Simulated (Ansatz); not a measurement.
One crystal and one scan (scan of one atom of the cell) at two levels, PBE (plane waves to 420 eV, PAW, scalar-relativistic; Ansatz, an electronic-structure program) and r2SCAN (plane waves to 500 eV, PAW, scalar-relativistic; Ansatz), each from its own relaxed cell and on its own mesh. The cell shown is that of PBE.

CdTe (zinc blende)

```yaml
crystal:
  lattice:
    - [0.00000, 3.30902, 3.30902]
    - [3.30902, 0.00000, 3.30902]
    - [3.30902, 3.30902, 0.00000]
  atoms:
    - { symbol: Te, position: [0.75000, 0.75000, 0.75000] }
    - { symbol: Cd, position: [0.00000, 0.00000, 0.00000] }
```

Scan: atom 1 (Te, nearest neighbour Cd at 2.866 Å; its periodic images, 4.7 Å or more away, move with it) is displaced along Cartesian [111], direction (0.577, 0.577, 0.577) in Cartesian axes, by s. The other atoms stay.

E stands for the smeared free energy. CdTe was relaxed with its symmetry unable to fall. Spin-orbit coupling is left out, though Te is heavy. (PBE) Left out: 1 of 11 points, with atoms too close for the PAW data. (r2SCAN) Left out: 1 of 11 points, with atoms too close for the PAW data. Percentages come from the unrounded values.

| quantity | PBE | r2SCAN | PBE − r2SCAN |
|---|---|---|---|
| Lattice constant a (Å) | 6.618 | 6.558 | +0.060 (+0.9 %) |
| Band gap of the relaxed cell, no spin-orbit coupling (eV) | 0.59 | 1.17 | -0.58 (-50 %) |
| Force constant k = d²E/ds² at s = 0 (finite differences) (eV/Å²) | 3.71 | 4.05 | -0.34 (-8.5 %) |
| Zone-centre optical wavenumber from k (transverse: no LO-TO term) (cm⁻¹) | 130 | 136 | -6 (-4 %) |

PBE gives the higher value for: lattice constant a. PBE gives the lower value for: band gap of the relaxed cell, no spin-orbit coupling; force constant k = d²E/ds² at s = 0; zone-centre optical wavenumber from k. Both give the same shape of the curve: a single well with its minimum at or next to zero displacement. Neither level is exact: the differences show how much the result hangs on the functional.

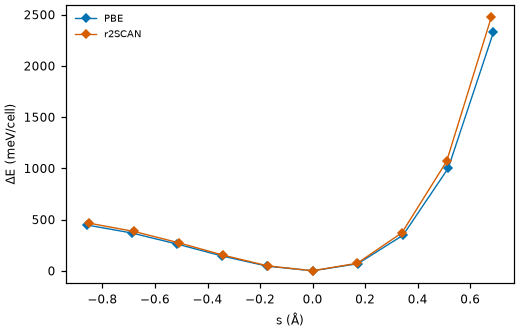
ΔE, each from the undisplaced structure of its own level.

(For displaced atoms, the force is minus the slope of the energy, and its curvature is a force constant, which sets phonon frequencies.)
